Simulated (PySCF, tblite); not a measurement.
**H₁₀OSSi₄: geometry, infrared bands and NMR shifts**

Wanted: the infrared bands and NMR shifts of H₁₀OSSi₄ (`O[Si@H]([SiH3])[SiH2]S[SiH3]`), by calculation.

The runs use tblite 0.8.0 and PySCF 2.14.0, with density-fitted response routines of our own; the level of theory stands in each step. All values are computed, except where a source is named. Atoms count from 0, in the outputs and in this text.

## Step 1: The molecule as given

16 atoms, charge 0, multiplicity 1; geometry from: force field or distance geometry start.

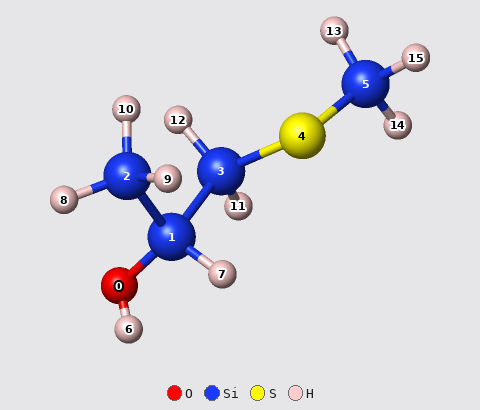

The starting geometry (oxygen red, silicon blue, sulfur yellow, hydrogen pink), atoms numbered.

## Step 2: Relaxing the molecule with GFN2-xTB

Job settings and geometry (Å):

```
{"job": {"kind": "relax", "xc": "GFN2-xTB", "basis": "xTB"}, "charge": 0, "multiplicity": 1}
O     -2.235200    -2.227900    -0.989300
Si    -1.570500    -0.951300    -0.063500
Si    -2.643900     0.965500    -0.275600
Si     0.564800    -0.544600    -0.628800
S      1.379400     0.612000     0.992700
Si     3.490500     0.857400     0.843000
H     -2.667600    -2.841400    -0.332400
H     -1.562000    -1.292800     1.388700
H     -3.960400     0.740100    -0.876900
H     -2.823300     1.533500     1.081000
H     -1.835400     1.933100    -1.035200
H      1.267800    -1.816500    -0.827200
H      0.597600     0.204600    -1.881700
H      3.895200     1.476700    -0.421700
H      4.207000    -0.410900     1.062300
H      3.888500     1.771500     1.953300
```

Launch:

```console
OMP_NUM_THREADS=1 python probes_run.py task.json out
```

This one command runs all jobs of the session in turn.

**Question.** This job is followed by: GFN2-xTB harmonic vibrations, gas phase; GIAO PBE0/pcSseg-1 NMR shielding, non-relativistic, gas phase. What will the session give for the following? strongest single infrared mode (GFN2-xTB); zero-point energy (GFN2-xTB); 1H shifts against TMS (PBE0/pcSseg-1, means over atoms taken as alike); 17O shifts against H2O (PBE0/pcSseg-1); 29Si shifts against TMS (PBE0/pcSseg-1); 33S shifts against CS2 (PBE0/pcSseg-1); surface potential, least and greatest.

As calculated:

```
                                                              quantity                                   value
                             strongest single infrared mode (GFN2-xTB)                    604 cm⁻¹, 641 km/mol
                                          zero-point energy (GFN2-xTB)                           55.5 kcal/mol
1H shifts against TMS (PBE0/pcSseg-1, means over atoms taken as alike)  6.23, 4.99, 4.88, 4.64, 3.54, 0.00 ppm
                                17O shifts against H2O (PBE0/pcSseg-1)                                -1.5 ppm
                               29Si shifts against TMS (PBE0/pcSseg-1)          -8.1, -53.1, -56.4, -115.2 ppm
                                33S shifts against CS2 (PBE0/pcSseg-1)                                -365 ppm
                                 surface potential, least and greatest                      -0.99 V and 2.32 V
```

What this shows: Over 123 steps the energy fell by 0.720 eV; of the close pairs, Si1–Si2 changed most, 2.207 to 2.325 Å. The lowest mode is slightly imaginary (12i cm⁻¹), a soft motion within the noise of the Hessian, so the minimum is not strictly shown. The strongest single mode, at 604 cm⁻¹, moves mainly H7. Unscaled tight-binding wavenumbers are off by several per cent, some by more. Its intensities can rank the bands wrongly. At PBE0/pcSseg-1: The largest span, 183 ppm, is at Si1, where the paramagnetic term is -521 ppm. At PBE0/pcSseg-1, counted by nearest atom on the grid, the HOMO lies on S4 78 %, the LUMO on Si1 22 %; Si3 12 %.
